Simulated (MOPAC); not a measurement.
Run report: CH$_{5}$ClNSi, geometry relaxation (part 1 of 2)

The run: geometry relaxation of CH$_{5}$ClNSi, multiplicity 2, SMILES C[SiH]([NH])Cl. Method and program: PM6, unrestricted, COSMO solvent dmso (MOPAC 23.2.5).

The atoms were displaced at random from an optimised geometry.

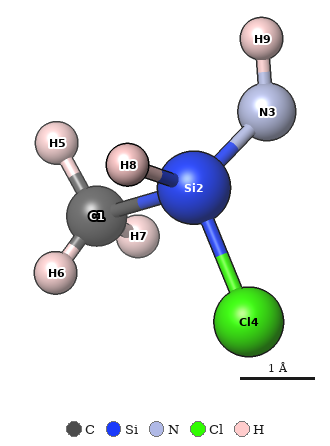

**Figure 1.** The structure as given in the input (ball-and-stick view, seen at a tilt; atoms are numbered from 1 in the order of the input). Bond lengths as drawn: Cl–Si 1.99 Å, C–H 0.98 to 1.16 Å, C–Si 2.05 Å, H–N 1.00 Å, H–Si 1.56 Å and N–Si 1.65 Å.

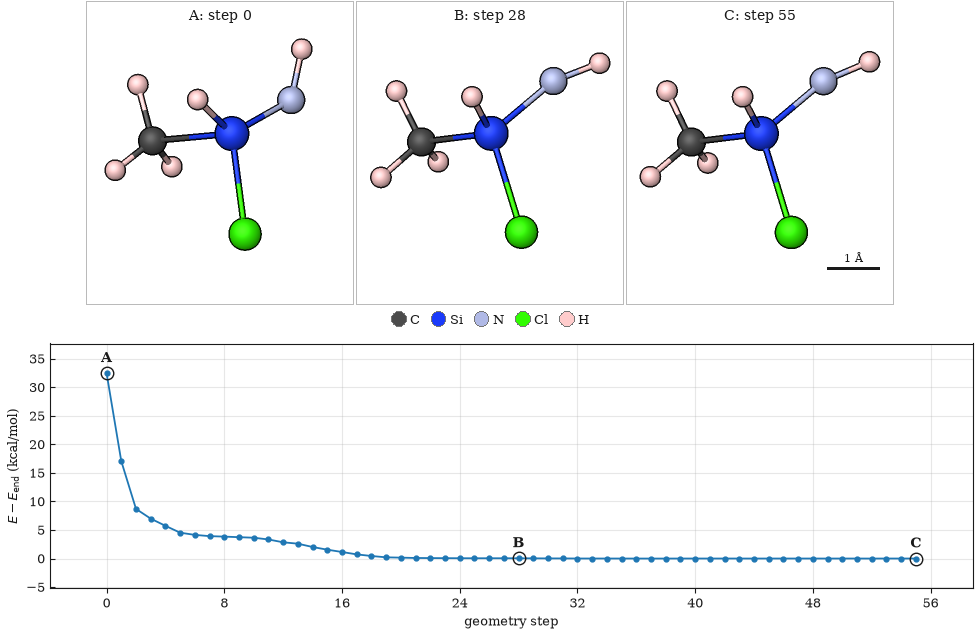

**Figure 2.** Frames of the relaxation (ball-and-stick view, seen at a tilt) above the curves, on which the letters mark them (steps are counted from 0).

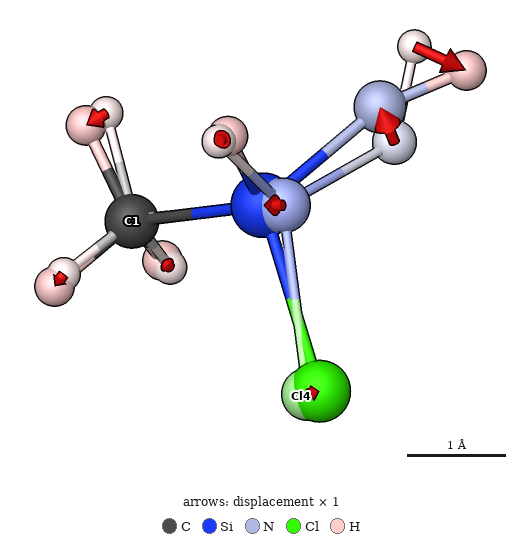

**Figure 3.** Start (faint) and end (solid) with the displacements as red arrows, at true length (ball-and-stick view, seen at a tilt). The two geometries are laid on each other by the best rigid fit. The largest move after the best rigid fit is that of H9, 0.59 Å. Largest moves by element: H 0.59 Å, N 0.47 Å, Si 0.25 Å, Cl 0.13 Å, C 0.04 Å. Among the contacts that change: C1–Si2 2.048 → 1.833 Å, C1–H6 0.981 → 1.107 Å, Si2–H8 1.555 → 1.457 Å, Si2–Cl4 1.988 → 2.069 Å. Among the angles that change: Si2–N3–H9 122.3° → 162.2°, N3–Si2–H8 127.9° → 100.5°, C1–Si2–N3 98.1° → 109.9°. The energy falls by 32.5 kcal/mol in 55 geometry steps. (Atoms are counted from 1 in the order of the input.)

The input and output of the run follow.

## Input file (input.mop)
```
EF CYCLES=300 GNORM=0.05 PRECISE EPS=46.8 DOUBLET PM6 AUX(PRECISION=9) THREADS=1


C     0.000000  0    0.000000  0    0.000000  0   0   0   0
Si    2.048342  1    0.000000  0    0.000000  0   1   0   0
N     1.650155  1   98.147830  1    0.000000  0   2   1   0
Cl    1.988164  1  114.030490  1  103.480150  1   2   3   1
H     1.161653  1  107.132170  1  -64.986600  1   1   2   3
H     0.981298  1  117.098730  1  124.487320  1   1   5   2
H     1.099376  1  106.521220  1 -119.008890  1   1   6   5
H     1.555299  1  127.910080  1 -115.024690  1   2   3   1
H     1.002247  1  122.341600  1  -15.956980  1   3   2   8
```

Run as:
```bash
mopac input.mop
```

## The program's output
```
MOPAC v23.2.5
PM6 CALCULATION RESULTS

 *  PM6        - The PM6 Hamiltonian to be used
 *  DOUBLET    - SPIN STATE DEFINED AS A DOUBLET
 *  EPS=46.8   - USE COSMO IMPLICIT SOLVATION MODEL
 *  PRECISE    - TIGHTER CRITERIA TO BE USED
 *  EF         - USE EF ROUTINE FOR MINIMUM SEARCH
 *  THREADS=1  - MULTI-THREADING NOT USED
 *  CYCLES=    - DO A MAXIMUM OF 300 STEPS
 *  GNORM      - EXIT WHEN GRADIENT NORM DROPS BELOW 0.050
 *  AUX        - OUTPUT AUXILIARY INFORMATION
EF CYCLES=300 GNORM=0.05 PRECISE EPS=46.8 DOUBLET PM6 AUX(PRECISION=9) THREADS=1

  ATOM    CHEMICAL      BOND LENGTH      BOND ANGLE     TWIST ANGLE
 NUMBER    SYMBOL       (ANGSTROMS)      (DEGREES)       (DEGREES)
   (I)                     NA:I           NB:NA:I       NC:NB:NA:I       NA    NB    NC
     1       C          0.00000000       0.0000000       0.0000000        0     0     0
     2      Si          2.04834200  *    0.0000000       0.0000000        1     0     0
     3       N          1.65015500  *   98.1478300  *    0.0000000        2     1     0
     4      Cl          1.98816400  *  114.0304900  *  103.4801500  *     2     3     1
     5       H          1.16165300  *  107.1321700  *  -64.9866000  *     1     2     3
     6       H          0.98129800  *  117.0987300  *  124.4873200  *     1     5     2
     7       H          1.09937600  *  106.5212200  * -119.0088900  *     1     6     5
     8       H          1.55529900  *  127.9100800  * -115.0246900  *     2     3     1
     9       H          1.00224700  *  122.3416000  *  -15.9569800  *     3     2     8

          CARTESIAN COORDINATES

    NO.       ATOM           X           Y           Z

     1         C          0.0000      0.0000      0.0000
     2        Si          2.0483      0.0000      0.0000
     3         N          2.2822      1.6335      0.0000
     4        Cl          2.3526     -0.8614     -1.7658
     5         H         -0.3422      0.4694      1.0060
     6         H         -0.3410     -0.8947     -0.2147
     7         H         -0.3574      0.6699     -0.7951
     8         H          2.4267     -1.0195      1.1119
     9         H          2.4903      2.1453      0.8362

           Empirical Formula: C H5 N Si Cl  =     9 atoms

      MOLECULAR POINT GROUP   :   C1

 DOUBLET STATE CALCULATION

          UHF CALCULATION, NO. OF ALPHA ELECTRONS =   13
                           NO. OF BETA  ELECTRONS =   12

          Geometry optimization using EF

          DIAGONAL MATRIX USED AS START HESSIAN

 CYCLE:     1 TIME:   0.055 TIME LEFT:  2.00D  GRAD.:   134.552 HEAT:  7.719994
 CYCLE:     2 TIME:   0.012 TIME LEFT:  2.00D  GRAD.:    72.647 HEAT: -7.695835
 CYCLE:     3 TIME:   0.012 TIME LEFT:  2.00D  GRAD.:    31.187 HEAT: -16.05655
 CYCLE:     4 TIME:   0.012 TIME LEFT:  2.00D  GRAD.:    26.146 HEAT: -17.76445
 CYCLE:     5 TIME:   0.012 TIME LEFT:  2.00D  GRAD.:    22.017 HEAT: -19.01920
 CYCLE:     6 TIME:   0.012 TIME LEFT:  2.00D  GRAD.:    14.453 HEAT: -20.22449
 CYCLE:     7 TIME:   0.016 TIME LEFT:  2.00D  GRAD.:    10.030 HEAT: -20.60861
 CYCLE:     8 TIME:   0.016 TIME LEFT:  2.00D  GRAD.:     5.762 HEAT: -20.82701
 CYCLE:     9 TIME:   0.016 TIME LEFT:  2.00D  GRAD.:     4.635 HEAT: -20.91092
 CYCLE:    10 TIME:   0.012 TIME LEFT:  2.00D  GRAD.:     6.005 HEAT: -21.01083
 CYCLE:    11 TIME:   0.012 TIME LEFT:  2.00D  GRAD.:     7.374 HEAT: -21.10517
 CYCLE:    12 TIME:   0.020 TIME LEFT:  2.00D  GRAD.:     9.778 HEAT: -21.41091
 CYCLE:    13 TIME:   0.023 TIME LEFT:  2.00D  GRAD.:    14.596 HEAT: -21.90750
 CYCLE:    14 TIME:   0.012 TIME LEFT:  2.00D  GRAD.:    20.361 HEAT: -22.14930
 CYCLE:    15 TIME:   0.012 TIME LEFT:  2.00D  GRAD.:    11.448 HEAT: -22.72967
 CYCLE:    16 TIME:   0.016 TIME LEFT:  2.00D  GRAD.:     8.941 HEAT: -23.20093
 CYCLE:    17 TIME:   0.012 TIME LEFT:  2.00D  GRAD.:    10.390 HEAT: -23.60562
 CYCLE:    18 TIME:   0.012 TIME LEFT:  2.00D  GRAD.:    12.963 HEAT: -24.02326
 CYCLE:    19 TIME:   0.016 TIME LEFT:  2.00D  GRAD.:    11.741 HEAT: -24.30552
 CYCLE:    20 TIME:   0.012 TIME LEFT:  2.00D  GRAD.:     7.924 HEAT: -24.53956
 CYCLE:    21 TIME:   0.012 TIME LEFT:  2.00D  GRAD.:     4.185 HEAT: -24.59428
 CYCLE:    22 TIME:   0.012 TIME LEFT:  2.00D  GRAD.:     2.850 HEAT: -24.65337
 CYCLE:    23 TIME:   0.012 TIME LEFT:  2.00D  GRAD.:     2.131 HEAT: -24.67236
 CYCLE:    24 TIME:   0.012 TIME LEFT:  2.00D  GRAD.:     1.663 HEAT: -24.68640
 CYCLE:    25 TIME:   0.012 TIME LEFT:  2.00D  GRAD.:     1.666 HEAT: -24.69817
 CYCLE:    26 TIME:   0.012 TIME LEFT:  2.00D  GRAD.:     1.433 HEAT: -24.70495
 CYCLE:    27 TIME:   0.012 TIME LEFT:  2.00D  GRAD.:     0.943 HEAT: -24.70228
 CYCLE:    28 TIME:   0.012 TIME LEFT:  2.00D  GRAD.:     0.659 HEAT: -24.70435
 CYCLE:    29 TIME:   0.012 TIME LEFT:  2.00D  GRAD.:     0.767 HEAT: -24.70760
 CYCLE:    30 TIME:   0.012 TIME LEFT:  2.00D  GRAD.:     0.949 HEAT: -24.71785
 CYCLE:    31 TIME:   0.012 TIME LEFT:  2.00D  GRAD.:     0.850 HEAT: -24.73038
 CYCLE:    32 TIME:   0.012 TIME LEFT:  2.00D  GRAD.:     0.593 HEAT: -24.73260
 CYCLE:    33 TIME:   0.016 TIME LEFT:  2.00D  GRAD.:     1.730 HEAT: -24.74512
 CYCLE:    34 TIME:   0.012 TIME LEFT:  2.00D  GRAD.:     1.555 HEAT: -24.74789
 CYCLE:    35 TIME:   0.051 TIME LEFT:  2.00D  GRAD.:     1.635 HEAT: -24.74863
 CYCLE:    36 TIME:   0.012 TIME LEFT:  2.00D  GRAD.:     0.696 HEAT: -24.75057
 CYCLE:    37 TIME:   0.012 TIME LEFT:  2.00D  GRAD.:     0.443 HEAT: -24.75334
 CYCLE:    38 TIME:   0.012 TIME LEFT:  2.00D  GRAD.:     0.231 HEAT: -24.75479
 CYCLE:    39 TIME:   0.012 TIME LEFT:  2.00D  GRAD.:     0.192 HEAT: -24.75500
 CYCLE:    40 TIME:   0.008 TIME LEFT:  2.00D  GRAD.:     0.173 HEAT: -24.74955
 CYCLE:    41 TIME:   0.008 TIME LEFT:  2.00D  GRAD.:     0.164 HEAT: -24.74957
 CYCLE:    42 TIME:   0.012 TIME LEFT:  2.00D  GRAD.:     0.163 HEAT: -24.74956
 CYCLE:    43 TIME:   0.008 TIME LEFT:  2.00D  GRAD.:     0.160 HEAT: -24.74961
 CYCLE:    44 TIME:   0.012 TIME LEFT:  2.00D  GRAD.:     0.162 HEAT: -24.74965
 CYCLE:    45 TIME:   0.008 TIME LEFT:  2.00D  GRAD.:     0.178 HEAT: -24.75352
 CYCLE:    46 TIME:   0.012 TIME LEFT:  2.00D  GRAD.:     0.159 HEAT: -24.74963
 CYCLE:    47 TIME:   0.016 TIME LEFT:  2.00D  GRAD.:     0.162 HEAT: -24.74972
 CYCLE:    48 TIME:   0.008 TIME LEFT:  2.00D  GRAD.:     0.160 HEAT: -24.74966
 CYCLE:    49 TIME:   0.012 TIME LEFT:  2.00D  GRAD.:     0.165 HEAT: -24.74979
 CYCLE:    50 TIME:   0.012 TIME LEFT:  2.00D  GRAD.:     0.171 HEAT: -24.75322
 CYCLE:    51 TIME:   0.012 TIME LEFT:  2.00D  GRAD.:     0.159 HEAT: -24.74976
 CYCLE:    52 TIME:   0.008 TIME LEFT:  2.00D  GRAD.:     0.164 HEAT: -24.74985
 CYCLE:    53 TIME:   0.012 TIME LEFT:  2.00D  GRAD.:     0.167 HEAT: -24.75488
 CYCLE:    54 TIME:   0.012 TIME LEFT:  2.00D  GRAD.:     0.160 HEAT: -24.74969
 CYCLE:    55 TIME:   0.012 TIME LEFT:  2.00D  GRAD.:     0.182 HEAT: -24.74981
 CYCLE:    56 TIME:   0.008 TIME LEFT:  2.00D  GRAD.:     0.161 HEAT: -24.74977

 HEAT OF FORMATION IS ESSENTIALLY STATIONARY

 -------------------------------------------------------------------------------
 EF CYCLES=300 GNORM=0.05 PRECISE EPS=46.8 DOUBLET PM6 AUX(PRECISION=9) THREADS=1

     GEOMETRY OPTIMISED USING EIGENVECTOR FOLLOWING (EF).
     SCF FIELD WAS ACHIEVED

                              PM6 CALCULATION

          FINAL HEAT OF FORMATION =        -24.74977 KCAL/MOL =    -103.55303 KJ/MOL
          VAN DER WAALS AREA      =        121.28 SQUARE ANGSTROMS

          DIELECTRIC ENERGY       =         -0.24597 EV
          COSMO AREA              =        121.28 SQUARE ANGSTROMS
          COSMO VOLUME            =        110.52 CUBIC ANGSTROMS

          GRADIENT NORM           =          0.16089          =       0.05363 PER ATOM
          IONIZATION POTENTIAL    =          9.898351 EV
          ALPHA SOMO LUMO (EV)    =        -10.570  0.449
          BETA  SOMO LUMO (EV)    =         -9.898 -1.816
          NO. OF ALPHA ELECTRONS  =         13
          NO. OF BETA  ELECTRONS  =         12
          MOLECULAR WEIGHT        =         94.5957         POINT GROUP:  C1

          MOLECULAR DIMENSIONS (Angstroms)

            Atom       Atom       Distance
            H     9    H     6     4.76680
            H     5   Cl     4     4.04879
            H     7    H     8     3.38612

          SCF CALCULATIONS        =         62

          WALL-CLOCK TIME         =      0.773 SECONDS
          COMPUTATION TIME        =      0.714 SECONDS

  ATOM    CHEMICAL      BOND LENGTH      BOND ANGLE     TWIST ANGLE
 NUMBER    SYMBOL       (ANGSTROMS)      (DEGREES)       (DEGREES)
   (I)                     NA:I           NB:NA:I       NC:NB:NA:I       NA    NB    NC
     1       C          0.00000000       0.0000000       0.0000000        0     0     0
     2      Si          1.83309099  *    0.0000000       0.0000000        1     0     0
     3       N          1.67481118  *  109.8894779  *    0.0000000        2     1     0
     4      Cl          2.06901691  *  116.8098662  *  123.1114434  *     2     3     1
     5       H          1.10794274  *  110.6786913  *  -61.8767948  *     1     2     3
     6       H          1.10714532  *  107.1518276  *  119.9717760  *     1     5     2
     7       H          1.10176439  *  107.2638362  * -114.1760995  *     1     6     5
     8       H          1.45662106  *  100.5333872  * -121.7452716  *     2     3     1
     9       H          0.98977672  *  162.1958776  *  102.6682981  *     3     2     8

                             CARTESIAN COORDINATES

   1    C        0.000000000     0.000000000     0.000000000
   2   Si        1.833090987     0.000000000     0.000000000
   3    N        2.402873248     1.574909732     0.000000000
   4   Cl        2.464190412    -1.220710216    -1.546742073
   5    H       -0.391244407     0.488604250     0.914183137
   6    H       -0.379156731    -1.040195586    -0.002018172
   7    H       -0.461159444     0.517774150    -0.856228164
   8    H        2.451032594    -0.506737179     1.217830245
   9    H        2.926756832     2.387526776    -0.211795848

           Empirical Formula: C H5 N Si Cl  =     9 atoms

      MOLECULAR POINT GROUP   :   C1

          ALPHA EIGENVALUES
 -28.99209 -26.55032 -24.78848 -18.43417 -15.01257 -14.08998 -13.56723 -12.98621
 -12.42244 -11.90262 -11.72604 -11.03312 -10.57007   0.44856   0.55660   0.89697
   1.47167   1.89130   2.00375   2.91956   4.08105   4.73968   5.89066   5.93061
   6.83783   7.04822  90.65929  90.72382  90.76154  91.01408  91.01525

           BETA EIGENVALUES
 -26.89941 -26.45635 -24.73822 -18.08807 -14.67259 -13.92082 -13.41329 -12.38847
 -12.08338 -11.67337 -10.76547  -9.89835  -1.81649   0.53104   0.70308   1.02499
   1.48182   2.21577   2.93846   3.30763   4.20939   4.82411   5.90155   5.93372
   7.04933   7.31490  90.64571  90.71178  90.75165  91.01041  91.01161

              NET ATOMIC CHARGES AND DIPOLE CONTRIBUTIONS

  ATOM NO.   TYPE          CHARGE      No. of ELECS.   s-Pop       p-Pop       d-Pop
    1          C          -0.740838        4.7408     1.08160     3.65924
    2         Si           0.438695        3.5613     1.07445     1.49032     0.99653
    3          N          -0.335678        5.3357     1.58065     3.75503
    4         Cl          -0.309262        7.3093     1.99269     5.31453     0.00205
    5          H           0.209814        0.7902     0.79019
    6          H           0.204309        0.7957     0.79569
    7          H           0.200193        0.7998     0.79981
    8          H           0.050777        0.9492     0.94922
    9          H           0.281991        0.7180     0.71801
 DIPOLE           X         Y         Z       TOTAL
 POINT-CHG.    -0.320     2.354     2.404     3.379
 HYBRID        -0.447     0.209    -1.180     1.279
 SUM           -0.767     2.563     1.224     2.942

          ATOMIC ORBITAL ELECTRON POPULATIONS

     Atom    s        px        py        pz      x^2-y^2     xz        z^2       yz        xy
    1  C   1.08160   1.28170   1.18314   1.19440
    2 Si   1.07445   0.53098   0.39430   0.56504   0.23292   0.14726   0.18779   0.26548   0.16308
    3  N   1.58065   1.12136   1.21593   1.41774
    4 Cl   1.99269   1.87240   1.75648   1.68565   0.00032   0.00035   0.00042   0.00072   0.00023
    5  H   0.79019
    6  H   0.79569
    7  H   0.79981
    8  H   0.94922
    9  H   0.71801

                    (SZ)    =    0.500000
                    (S**2)  =    0.767571

          ATOMIC ORBITAL SPIN POPULATIONS

    Atom   Total    s     px     py     pz   x^2-y^2  xz     z^2    yz     xy
         Atomic
    1  C  0.0187  0.004  0.012  0.002  0.001
    2 Si -0.0476 -0.011 -0.019 -0.024 -0.026  0.013 -0.005  0.003  0.005  0.018
    3  N  1.0577  0.048  0.551  0.159  0.300
    4 Cl -0.0099 -0.000  0.001 -0.008 -0.002 -0.000 -0.000  0.000 -0.000  0.000
    5  H -0.0010 -0.001
    6  H  0.0020  0.002
    7  H -0.0003 -0.000
    8  H  0.0257  0.026
    9  H -0.0453 -0.045

 *                    *
 * JOB ENDED NORMALLY *
 *                    *

 TOTAL JOB TIME:             0.78 SECONDS

 == MOPAC DONE ==
```

## Trajectory as extended XYZ (Å, eV, eV/Å), 56 frames, from step=0 to step=55
```
9
Properties=species:S:1:pos:R:3 step=0 energy=0.33477
C     0.0000    0.0000    0.0000
Si    2.0483    0.0000    0.0000
N     2.2822    1.6335    0.0000
Cl    2.3526   -0.8614   -1.7658
H    -0.3422    0.4694    1.0060
H    -0.3410   -0.8947   -0.2147
H    -0.3574    0.6699   -0.7951
H     2.4267   -1.0195    1.1119
H     2.4903    2.1453    0.8362
9
Properties=species:S:1:pos:R:3 step=1 energy=-0.33372
C     0.0000    0.0000    0.0000
Si    1.9880    0.0000    0.0000
N     2.1999    1.7094    0.0000
Cl    2.4773   -0.8601   -1.7555
H    -0.3312    0.4551    0.9745
H    -0.3583   -0.9617   -0.2099
H    -0.3728    0.6609   -0.7937
H     2.4327   -0.9522    1.0939
H     2.4206    2.2575    0.8241
9
Properties=species:S:1:pos:R:3 step=2 energy=-0.69628
C     0.0000    0.0000    0.0000
Si    1.8864    0.0000    0.0000
N     2.1012    1.7562    0.0000
Cl    2.5742   -0.8410   -1.7361
H    -0.3211    0.4409    0.9430
H    -0.3748   -1.0228   -0.1832
H    -0.3949    0.6380   -0.8004
H     2.3967   -0.8591    1.0703
H     2.3496    2.3346    0.7983
9
Properties=species:S:1:pos:R:3 step=3 energy=-0.77034
C     0.0000    0.0000    0.0000
Si    1.8368    0.0000    0.0000
N     2.0922    1.7558    0.0000
Cl    2.6224   -0.8313   -1.7181
H    -0.3242    0.4409    0.9418
H    -0.3760   -1.0435   -0.1505
H    -0.4223    0.6141   -0.8098
H     2.3667   -0.8116    1.0675
H     2.3621    2.3427    0.7801
9
Properties=species:S:1:pos:R:3 step=4 energy=-0.82475
C     0.0000    0.0000    0.0000
Si    1.8144    0.0000    0.0000
N     2.1415    1.7331    0.0000
Cl    2.6607   -0.8305   -1.7024
H    -0.3327    0.4465    0.9509
H    -0.3742   -1.0497   -0.1096
H    -0.4554    0.5860   -0.8183
H     2.3438   -0.7791    1.0795
H     2.4323    2.3227    0.7640
9
Properties=species:S:1:pos:R:3 step=5 energy=-0.87702
C     0.0000    0.0000    0.0000
Si    1.8105    0.0000    0.0000
N     2.2511    1.6865    0.0000
Cl    2.6961   -0.8404   -1.6864
H    -0.3447    0.4545    0.9636
H    -0.3747   -1.0452   -0.0548
H    -0.4949    0.5509   -0.8225
H     2.3299   -0.7518    1.1049
H     2.5723    2.2782    0.7436
9
Properties=species:S:1:pos:R:3 step=6 energy=-0.89367
C     0.0000    0.0000    0.0000
Si    1.8178    0.0000    0.0000
N     2.3198    1.6629    0.0000
Cl    2.6933   -0.8491   -1.6862
H    -0.3487    0.4557    0.9642
H    -0.3812   -1.0390   -0.0327
H    -0.5041    0.5409   -0.8199
H     2.3297   -0.7480    1.1198
H     2.6579    2.2598    0.7323
9
Properties=species:S:1:pos:R:3 step=7 energy=-0.90314
C     0.0000    0.0000    0.0000
Si    1.8237    0.0000    0.0000
N     2.3842    1.6438    0.0000
Cl    2.6747   -0.8601   -1.6891
H    -0.3515    0.4539    0.9595
H    -0.3919   -1.0342   -0.0176
H    -0.5028    0.5388   -0.8170
H     2.3337   -0.7493    1.1295
H     2.7406    2.2503    0.7172
9
Properties=species:S:1:pos:R:3 step=8 energy=-0.90678
C     0.0000    0.0000    0.0000
Si    1.8257    0.0000    0.0000
N     2.4065    1.6385    0.0000
Cl    2.6538   -0.8659   -1.6935
H    -0.3538    0.4516    0.9548
H    -0.3972   -1.0338   -0.0169
H    -0.4951    0.5431   -0.8172
H     2.3399   -0.7533    1.1289
H     2.7694    2.2541    0.7063
```
